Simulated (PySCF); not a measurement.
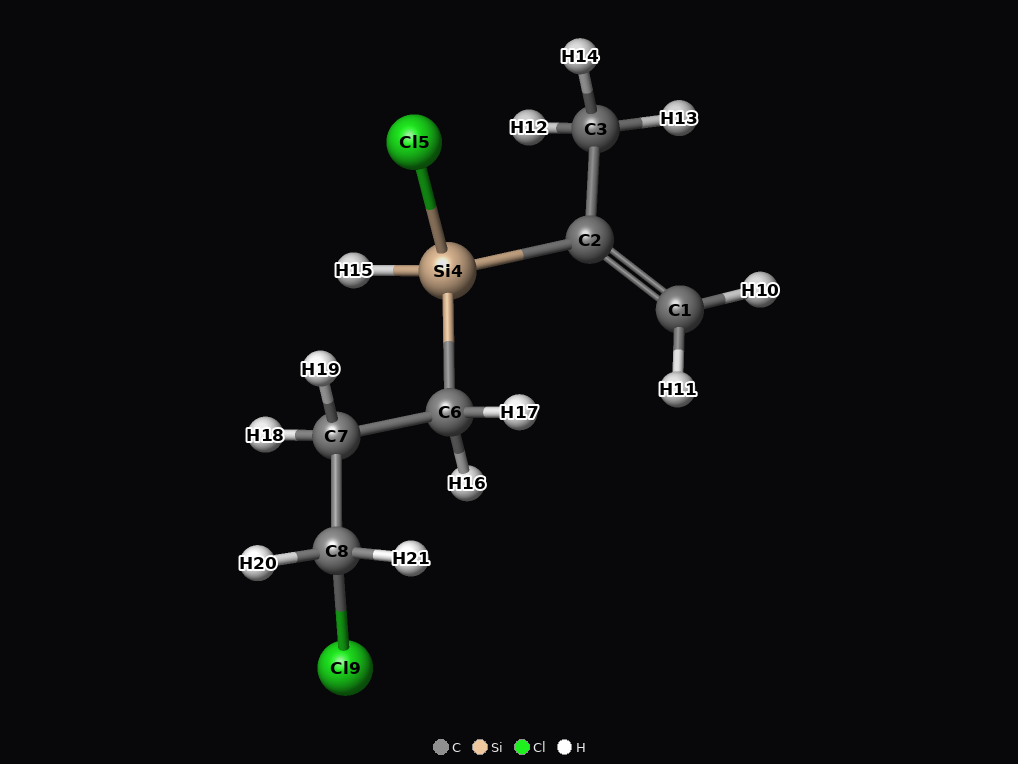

The computed structure is the end point of a GFN2-xTB optimisation. No frequency run is at hand to confirm it as a minimum. Electric field gradients from the ground-state density, PBE0/pcSseg-1 (PySCF 2.14.0), non-relativistic apart from any core potentials.

Give the largest field-gradient component, the quadrupole coupling constant and the asymmetry for 35Cl at Cl5 (Q = −81.7 mb), 35Cl at Cl9 (Q = −81.7 mb), 2H at H10 (Q = 2.86 mb), 2H at H11 (Q = 2.86 mb), 2H at H12 (Q = 2.86 mb), 2H at H13 (Q = 2.86 mb).

| atom | V_zz (a.u.) | e²qQ/h (MHz) | η |
| --- | --- | --- | --- |
| Cl5 | 2.020 | −38.8 | 0.05 |
| Cl9 | 3.857 | −74.0 | 0.03 |
| H10 | 0.331 | 0.222 | 0.05 |
| H11 | 0.337 | 0.226 | 0.05 |
| H12 | 0.312 | 0.210 | 0.03 |
| H13 | 0.314 | 0.211 | 0.03 |

The geometry is semi-empirical. Around Si such bond lengths and angles can be off by a tenth of an ångström or more and by several degrees, and values that hang on the shape move with them.
